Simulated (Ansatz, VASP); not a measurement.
# NiS: VASP beside Ansatz, part 2 of 2

Aim: how closely do two programs agree when they are given the same cell, functional and k mesh?

VASP 6.6.1 and Ansatz 0.2.0.

So far. Step 2 (VASP: single point, r2SCAN, DFT+U): The run ends at a pressure of 11.87 GPa, with forces up to 0.10 eV/Å.

The database entry behind the starting cell differs from later determinations by our own check (about 0.4 % short), so it need not match the best structure at ambient conditions.

In doubt: warnings of the run leave room for a lower electronic state, so energies may not be the lowest and differences between runs may mislead.

**3. Ansatz: single point, r2SCAN, DFT+U**

Level of this step: Ansatz beside VASP: Kohn-Sham DFT, plane waves, r2SCAN, DFT+U (Ansatz).

Ansatz runs on its default PAW (the set named soft_2) files.

The same cell, functional, mesh and smearing now go to Ansatz, which takes its cutoff from its data sets.

input.yaml reads:

```yaml
crystal:
  lattice:
    - [6.85, 0.0, 0.0]
    - [-1.7125, 2.966137008, 0.0]
    - [0.0, 0.0, 5.34]
  atoms:
    - { symbol: Ni, position: [0.0, 0.0, 0.5], spin: 1.0 }
    - { symbol: Ni, position: [0.5, 0.0, 0.5], spin: -1.0 }
    - { symbol: Ni, position: [0.0, 0.0, 0.0], spin: 1.0 }
    - { symbol: Ni, position: [0.5, 0.0, 0.0], spin: -1.0 }
    - { symbol: S, position: [0.3333333334, 0.3333333333, 0.75] }
    - { symbol: S, position: [0.8333333334, 0.3333333333, 0.75] }
    - { symbol: S, position: [0.1666666667, 0.6666666667, 0.25] }
    - { symbol: S, position: [0.6666666667, 0.6666666667, 0.25] }
hamiltonian:
  xc: r2scan
  pseudopotentials: { kind: paw }
  hubbard: { sites: [{ species: Ni, l: d, u_eff: 4.0 }] }
magnetization:
  spin_polarized: true
kpoints:
  mp_grid: { grid: [6, 6, 3] }
scf:
  occupations: { method: gaussian, width: 0.05 }
  n_extra_bands: 10
output:
  forces: true
  stress: true
  eigenvalues: true
```

The run is started by

```bash
ansatz run input.yaml --threads 4 --pin off --max-ram 9216MiB --backend cpu --events-out ev --progress --plain --runs-dir out
```

Numbers of over 12 decimals in the logs are rounded to 6 here.

Log:

```text
Ni: projections on atomic orbitals take those of the free atom [Ne] 3s2 3p6 3d8 4s2, of charge +0.00 (hamiltonian.pseudopotentials.projection_atoms); the dataset's partial waves leave at most 1.6e-6 of an orbital's norm unspanned inside its sphere
S: projections on atomic orbitals take those of the free atom [Ne] 3s2 3p4, of charge +0.00 (hamiltonian.pseudopotentials.projection_atoms); the dataset's partial waves leave at most 1.6e-7 of an orbital's norm unspanned inside its sphere
scf.n_extra_bands = 10 over 48 filled bands (N_el = 96.0): the run solves 58 bands
Engine: ansatz 0.2.0, x86_64-unknown-linux-gnu
Pseudopotentials: kind: paw
Pseudopotential: Ni, paw, valence charge 18, recommended cutoff 500 eV (meta_gga), Ni.paw.azcp
Pseudopotential: S, paw, valence charge 6, recommended cutoff 500 eV (meta_gga), S.paw.azcp
Functional definition: r2SCAN
  parameter k0 = 0.174
  parameter k1 = 0.065
  parameter a1 = 4.9479
  exchange = r2scan_x(k0 = k0, k1 = k1, a1 = a1)
  correlation = r2scan_c
Crystal: 8 atoms, lattice volume = 108.498 Å³
Basis set: ecut = 500 eV, 2779 PW (Γ), exchange–correlation on 200×100×160 points (64 copies of the dense FFT grid, shifted against one another)
Bands: 58, of which v1, the nominal top of the filled ones, is band 48 counted from 1 (47 counted from 0)
Symmetry: 8 space group operations
Space group: Pmma (ITA 51), of the structure as read, at distance tolerance 4.8e-5 Å
Magnetic group: BNS 51.301 (UNI 399), of the structure as read, at distance tolerance 4.8e-5 Å
k-points: 32 of 108
Non-local potential: Ni, projectors of the file, l = 0: 3, l = 1: 2, l = 2: 3, l = 3: 1
Non-local potential: S, projectors of the file, l = 0: 2, l = 1: 2, l = 2: 2
PAW form: soft (Blöchl's): semilocal exchange-correlation on the pseudo side does not see the compensation charge
PAW frozen core: Ni, regenerated for the run's functional (the file was generated under x = pbe(κ = 0.804, μ = 0.219515), c = pbe(β = 0.066725))
PAW frozen core: S, regenerated for the run's functional (the file was generated under x = pbe(κ = 0.804, μ = 0.219515), c = pbe(β = 0.066725))
PAW one-centre angular grid: Ni, 590 points (default); XC on 160 Gauss nodes
PAW one-centre angular grid: S, 302 points (default); XC on 160 Gauss nodes
Initial density: superposition of atomic densities (chi_scale 0.1, normalization cell)
Starting moments: Σ|m| = 4 μB on 4 of 8 sites
Starting magnetic order: antiferromagnet; a translation exchanges its spin sublattices: spin-degenerate at every k-point
Initial wavefunctions: pseudopotential atomic-orbital guess
Functional: x = r2scan, c = r2scan; τ floored in thin density (d = 2e-4 eV/Å³)
SCF iter   1: F=—  HF=-27001.867770 eV  |F-HF|=—  |Δ(HF+E_count)|=         —  Δρ=1.15e-1 (↑1.15e-1 ↓1.15e-1)  dr2=3.65e1  dr2_τ=1.25e-1  dr2_m=2.50e0  M=0.000 μB ∫|m|=1.677 μB  β_m=0.30  ethr=3.10e-3  ⟨swp⟩=5.8  Hψ=6682  notcnv=0  defer=3
preconditioner: auto → Kerker (q_TF=auto, 2.673 Å⁻¹)  [metal: Δε(μ)=0.010 eV  Ē_g=9.413 eV  σ=0.050 eV  W_gap=0.11  n_scr=38 (ndim 8)  ℏωp=28.5 eV  f_vac=0.000  D(μ)=7.76/eV (n_scr^D=74)]
spin=Collinear: Kerker preconditioning applied to the charge; magnetization (m = ρ↑ − ρ↓) channel mixes plain (no charge-response kernel on spin).
SCF iter   2: F=—  HF=-26999.124353 eV  |F-HF|=—  |Δ(HF+E_count)|=    2.74e0  Δρ=2.42e-2 (↑2.42e-2 ↓2.42e-2)  dr2=8.80e-1  dr2_τ=5.09e-2  dr2_m=1.72e-1  M=0.000 μB ∫|m|=2.741 μB  β_m=0.30  ethr=3.10e-3  ⟨swp⟩=3.4  Hψ=4061  notcnv=0  defer=146  κ⁻¹=1.0e0(r=1)
preconditioner: auto → Resta (q_TF=auto, 2.673 Å⁻¹)  ε∞=11.3  [insulator: Δε(μ)=0.064 eV  Ē_g=8.893 eV  σ=0.050 eV  W_gap=0.63  n_scr=38 (ndim 8)  ℏωp=28.5 eV  f_vac=0.000  D(μ)=2.81/eV (n_scr^D=16)  ε∞_Penn≈11.3]
spin=Collinear: Resta preconditioning applied to the charge; magnetization (m = ρ↑ − ρ↓) channel mixes plain (no charge-response kernel on spin).
SCF iter   3: F=—  HF=-26999.733237 eV  |F-HF|=—  |Δ(HF+E_count)|=   6.09e-1  Δρ=1.97e-2 (↑1.97e-2 ↓1.97e-2)  dr2=9.30e-1  dr2_τ=4.71e-3  dr2_m=9.13e-2  M=0.000 μB ∫|m|=2.928 μB  β_m=1.00  ethr=9.17e-4  ⟨swp⟩=2.9  Hψ=3213  notcnv=0  defer=155  κ⁻¹=2.2e-3(r=2)
SCF iter   4: F=—  HF=-27000.121030 eV  |F-HF|=—  |Δ(HF+E_count)|=   3.88e-1  Δρ=2.23e-2 (↑2.23e-2 ↓2.23e-2)  dr2=2.34e-1  dr2_τ=4.79e-3  dr2_m=4.03e-1  M=0.000 μB ∫|m|=3.822 μB  β_m=1.00  ethr=9.17e-4  ⟨swp⟩=2.9  Hψ=2941  notcnv=0  defer=155  κ⁻¹=2.9e-4(r=3)
SCF iter   5: F=—  HF=-27000.490041 eV  |F-HF|=—  |Δ(HF+E_count)|=   3.69e-1  Δρ=1.84e-2 (↑1.84e-2 ↓1.84e-2)  dr2=1.77e-1  dr2_τ=2.71e-3  dr2_m=2.96e-1  M=0.000 μB ∫|m|=4.578 μB  β_m=1.00  ethr=2.44e-4  ⟨swp⟩=3.0  Hψ=3951  notcnv=0  defer=164  κ⁻¹=4.0e-5(r=4)
SCF iter   6: F=—  HF=-27000.751891 eV  |F-HF|=—  |Δ(HF+E_count)|=   2.62e-1  Δρ=1.51e-2 (↑1.51e-2 ↓1.51e-2)  dr2=1.52e-1  dr2_τ=1.41e-3  dr2_m=1.89e-1  M=0.000 μB ∫|m|=5.193 μB  β_m=1.00  ethr=1.84e-4  ⟨swp⟩=2.1  Hψ=3400  notcnv=0  defer=164  κ⁻¹=2.9e-6(r=5)
SCF iter   7: F=—  HF=-27001.234784 eV  |F-HF|=—  |Δ(HF+E_count)|=   4.83e-1  Δρ=1.92e-2 (↑1.92e-2 ↓1.92e-2)  dr2=7.31e-1  dr2_τ=2.47e-3  dr2_m=1.91e-1  M=0.000 μB ∫|m|=5.767 μB  β_m=1.00  ethr=1.58e-4  ⟨swp⟩=2.0  Hψ=2222  notcnv=0  defer=167  κ⁻¹=2.0e-6(r=6)
[...]
SCF iter  18: F=—  HF=-27003.353792 eV  |F-HF|=—  |Δ(HF+E_count)|=   1.52e-4  Δρ=6.64e-5 (↑6.64e-5 ↓6.64e-5)  dr2=5.45e-6  dr2_τ=6.63e-8  dr2_m=1.29e-6  M=0.000 μB ∫|m|=6.873 μB  β_m=0.30  ethr=8.80e-8  ⟨swp⟩=2.0  Hψ=3191  notcnv=0  defer=156  κ⁻¹=3.1e-6(r=8)
SCF iter  19: F=—  HF=-27003.353795 eV  |F-HF|=—  |Δ(HF+E_count)|=   2.41e-6  Δρ=5.82e-5 (↑5.82e-5 ↓5.82e-5)  dr2=4.46e-6  dr2_τ=3.88e-8  dr2_m=1.11e-6  M=0.000 μB ∫|m|=6.873 μB  β_m=0.30  ethr=5.67e-9  ⟨swp⟩=2.2  Hψ=3100  notcnv=0  defer=156  κ⁻¹=8.5e-7(r=8)
SCF iter  20: F=—  HF=-27003.353809 eV  |F-HF|=—  |Δ(HF+E_count)|=   1.40e-5  Δρ=4.32e-5 (↑4.32e-5 ↓4.32e-5)  dr2=2.50e-6  dr2_τ=1.78e-8  dr2_m=4.84e-7  M=0.000 μB ∫|m|=6.872 μB  β_m=0.30  ethr=4.65e-9  ⟨swp⟩=2.0  Hψ=3172  notcnv=0  defer=156  κ⁻¹=2.2e-7(r=8)
SCF iter  21: F=—  HF=-27003.353815 eV  |F-HF|=—  |Δ(HF+E_count)|=   5.93e-6  Δρ=4.24e-5 (↑4.24e-5 ↓4.24e-5)  dr2=2.90e-6  dr2_τ=1.65e-8  dr2_m=4.28e-7  M=0.000 μB ∫|m|=6.872 μB  β_m=0.30  ethr=2.60e-9  ⟨swp⟩=2.0  Hψ=2346  notcnv=0  defer=156  κ⁻¹=2.2e-7(r=8)
SCF iter  22: F=—  HF=-27003.353824 eV  |F-HF|=—  |Δ(HF+E_count)|=   9.23e-6  Δρ=1.70e-5 (↑1.70e-5 ↓1.70e-5)  dr2=3.24e-7  dr2_τ=6.23e-9  dr2_m=9.97e-8  M=0.000 μB ∫|m|=6.872 μB  β_m=0.30  ethr=2.60e-9  ⟨swp⟩=2.2  Hψ=3249  notcnv=0  defer=156  κ⁻¹=1.7e-6(r=8)
SCF iter  23: F=—  HF=-27003.353826 eV  |F-HF|=—  |Δ(HF+E_count)|=   2.07e-6  Δρ=1.18e-5 (↑1.18e-5 ↓1.18e-5)  dr2=1.71e-7  dr2_τ=2.09e-9  dr2_m=2.32e-8  M=0.000 μB ∫|m|=6.873 μB  β_m=0.30  ethr=3.38e-10  ⟨swp⟩=2.9  Hψ=3522  notcnv=0  defer=156  κ⁻¹=1.3e-6(r=8)
SCF iter  24: F=—  HF=-27003.353827 eV  |F-HF|=—  |Δ(HF+E_count)|=   1.04e-6  Δρ=1.30e-5 (↑1.30e-5 ↓1.30e-5)  dr2=3.07e-7  dr2_τ=1.56e-9  dr2_m=1.98e-8  M=0.000 μB ∫|m|=6.873 μB  β_m=0.30  ethr=1.04e-10  ⟨swp⟩=11.2  Hψ=9272  notcnv=0  κ⁻¹=4.4e-5(r=8)
SCF iter  25: F=-27003.353827 eV  HF=-27003.353827 eV  |F-HF|=3.51e-8  |Δ(HF+E_count)|=   3.36e-7  Δρ=4.74e-6 (↑4.74e-6 ↓4.74e-6)  dr2=5.77e-8  dr2_τ=2.10e-10  dr2_m=2.22e-9  M=0.000 μB ∫|m|=6.873 μB  ethr=1.04e-10  ⟨swp⟩=2.9  Hψ=7238  notcnv=0
SCF 1 converged in 25 iterations: F = -27003.353827 eV  dr2 = 5.77e-8
  greatest PAW one-centre occupation: 1.003 electrons in one spin orbital (limit 2), on the Ni atom at site 3 (counted from 0), in its partial waves of l = 1
WARN: an SCF from antiferromagnetic starting moments (1.49, 1.49, -1.49, -1.49, 0.00, 0.00, 0.00, 0.00 Bohr magnetons, atom by atom) was not made, by what the run has read of turns of its moments that order reads lower: the deck asks for what bars it, or types moments that do (magnetization.spin_polarized, in the input reference, names some of the keys), or the run goes by scf.lower_state_search: light, the default, which as a rule tries one only behind a close that has lost an order of both signs, or on which an open d or half-filled 4f shell of a PAW file has lost a moment that was set nearer to Hund's than to what is left; [rest of the remark cut]
this state was not tested for a lower state beside it, because the mixer in use, unlike msr1, does not test its closes by its own steps (another_mixer; see scf.mixing.algorithm and scf.lower_state_search)
SCF converged after 25 iterations
Magnetization: 0.0000 μB (48.0000 up, 48.0000 down)
Absolute magnetization: 6.8690 μB (∫|ρ↑−ρ↓|, with the PAW one-centre terms)
Spin contamination: 3.7342 ħ² per cell (⟨S²⟩ above its minimum at these occupations)
Per-site moments (μB) at R_I (Å): [(1.514185, 0.984176), (-1.514185, 0.984176), (1.514185, 0.984176), (-1.514185, 0.984176), (-0.070024, 0.984176), (0.070024, 0.984176), (0.070024, 0.984176), (-0.070024, 0.984176)]
Free energy (F): -27003.353827 eV
Harris-Foulkes:  -27003.353827 eV  (|F-HF|=3.51e-8)
Internal energy: -27003.353827 eV  (E = F + TS)
E sigma→0 (E₀):  -27003.353827 eV
Entropy (-TS):   -0.000000 eV (-0.000 meV/atom)
Fermi energy:    13.236842 eV
--- Per-component energies (eV) ---
  E_band       = -1619.986195
  E_kinetic    = 1549.341664
  E_local      = -17901.885801  (includes V_loc(G=0)·N_el)
  E_nonlocal   = 2695.843188
  E_hartree    = 7579.683128
  E_xc         = -682.455196
  E_vxc        = -841.907904  (∫ρ·V_xc dr)
  E_hubbard    = 3.529419  (on-site DFT+U / exact-exchange correction)
  E_vhub       = -60.457014  (the Hubbard potential's part of the band-sum identity)
  E_paw        = -9023.717820  (= ΣΔE_a)
  E_vpaw       = -2269.674948  (= ΣTr[D̂ρ^β])
  E_aug_tail   = 0.000983  (compensation charges beyond the density's cutoff)
  E_vtau       = 49.348311  (kinetic-family band-sum trace: ∫τ·v_τ [+ j·A + Jᵃ·Aᵃ] dr)
  E_ewald      = -11222.054051
  E_core_change = -1.639341  (= ΣΔE_core)
  E_smearing   = -0.000000  (= −TS)
  E_closure    = -0.000000  (closes the sum)
  Σ components = -27003.353827   (vs F -27003.353827, Δ=0.00e0)
--- Forces (eV/Å), atoms counted from 1 ---
  atom   1  Ni    -0.00000000    -0.00000000     0.00000000
  atom   2  Ni     0.00000000     0.00000000    -0.00000000
  atom   3  Ni     0.00000000    -0.00000000     0.00000000
  atom   4  Ni     0.00000000     0.00000000     0.00000000
  atom   5  S     -0.10223997    -0.05902827     0.00000000
  atom   6  S     -0.10223997    -0.05902827     0.00000000
  atom   7  S      0.10223997     0.05902827     0.00000000
  atom   8  S      0.10223997     0.05902827     0.00000000
  max |Σ_I F_I| component: 1.79e-29 eV/Å
--- Stress (GPa, compression-positive) ---
       14.201592       0.201480       0.000000
        0.201480      13.968943       0.000000
        0.000000       0.000000      17.214888
  P = ⅓ Tr σ = 15.1285 GPa (151.285 kbar)
--- Band table (eV; the first three rows and the last of 64) ---
  k-point 0 ↑: bands = [... 44 lower, 11.6107, 11.6124, 12.2891, 13.0797, 13.4166, 14.0996, 15.4742, 16.0940, ... 6 higher]
  k-point 1 ↑: bands = [... 44 lower, 11.4477, 11.7607, 12.1120, 12.3388, 14.2014, 14.8674, 15.3230, 15.3475, ... 6 higher]
  k-point 2 ↑: bands = [... 44 lower, 10.9859, 11.3831, 11.8601, 12.1019, 13.9982, 14.2608, 15.0152, 15.5726, ... 6 higher]
  k-point 31 ↓: bands = [... 44 lower, 10.5001, 10.6958, 11.2878, 11.2941, 14.0992, 14.7894, 15.1665, 15.2501, ... 6 higher]
Occupation matrices written to <dir>
```

It took 16 s on 4 threads of Intel Xeon at 2.60GHz (Ice Lake), shared host; peak memory 1.1 GiB.

The run ends at a pressure of 15.13 GPa, with forces up to 0.12 eV/Å.

**4. Side by side**

Known differences besides the PAW data sets themselves: U acts on the PAW sphere in VASP and on atomic orbitals in Ansatz, so only states and trends compare; VASP keeps PBE cores, Ansatz makes them for the functional; the data sets hold 96 valence electrons in Ansatz (default PAW (the set named soft_2) files) and 64 in VASP; the cutoff is 500 eV in Ansatz and 350 eV in VASP; site moments are counted in spheres of each program's own size. Total energies have different zeros and are not compared.

The two programs side by side:

| quantity | Ansatz | VASP | difference |
| --- | --- | --- | --- |
| pressure (GPa) | 15.13 | 11.87 | +3.26 |
| gap on the k mesh (eV) | 0.319 | 0.552 | -0.233 |
| moment on Ni1 (μB) | 1.51 | 1.54 | -0.03 |
| moment on Ni2 (μB) | -1.51 | -1.54 | +0.03 |
| moment on Ni3 (μB) | 1.51 | 1.54 | -0.03 |
| moment on Ni4 (μB) | -1.51 | -1.54 | +0.03 |
| moment on S5 (μB) | -0.07 | -0.07 | -0.01 |
| moment on S6 (μB) | 0.07 | 0.07 | +0.01 |
| moment on S7 (μB) | 0.07 | 0.07 | +0.01 |
| moment on S8 (μB) | -0.07 | -0.07 | -0.01 |

Forces (eV/Å; atoms numbered as in POSCAR):

| atom | Ansatz x, y, z | VASP x, y, z |
| --- | --- | --- |
| Ni1 | 0.000, 0.000, 0.000 | 0.000, 0.000, 0.000 |
| Ni2 | 0.000, 0.000, 0.000 | 0.000, 0.000, 0.000 |
| Ni3 | 0.000, 0.000, 0.000 | 0.000, 0.000, 0.000 |
| Ni4 | 0.000, 0.000, 0.000 | 0.000, 0.000, 0.000 |
| S5 | -0.102, -0.059, 0.000 | -0.088, -0.051, 0.000 |
| S6 | -0.102, -0.059, 0.000 | -0.088, -0.051, 0.000 |
| S7 | 0.102, 0.059, 0.000 | 0.088, 0.051, 0.000 |
| S8 | 0.102, 0.059, 0.000 | 0.088, 0.051, 0.000 |

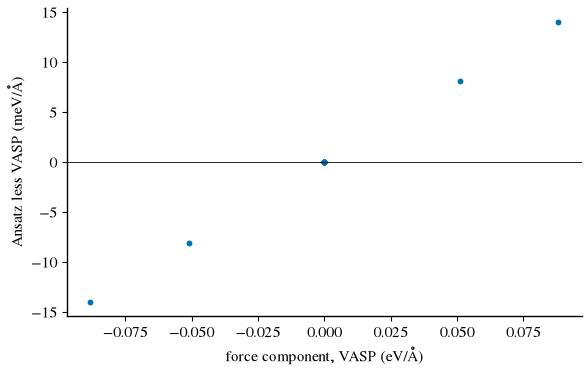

Difference of the force components against their size.

The forces differ by 6.6 meV/Å r.m.s., which is 15.9 % of the r.m.s. force of 0.04 eV/Å (both taken over all components). Ansatz's pressure holds a Pulay correction of 0.13 GPa; VASP's holds none.

**5. Outcome**

```yaml
difference_in_moment_on_ni1_single_point_r2scan_dft_u: -0.030 μB
```

What this shows: The difference in moment on Ni1 is -0.030 μB (single point, r2SCAN, DFT+U). How closely two codes agree says nothing of how well the functional describes the real material.

[Lines on the potential files, build, host, timing and source positions are cut from VASP's logs without a mark.]

[Logs are printed without paths, hosts, clocks, repeated set-up lines and the standing remarks that a program may print on its own settings, such as how far it seeks lower states.]

[Hosts, paths, dates, database ids (printed as entryN), source tags and the programs' standing remarks are cut or masked in the printed files.]
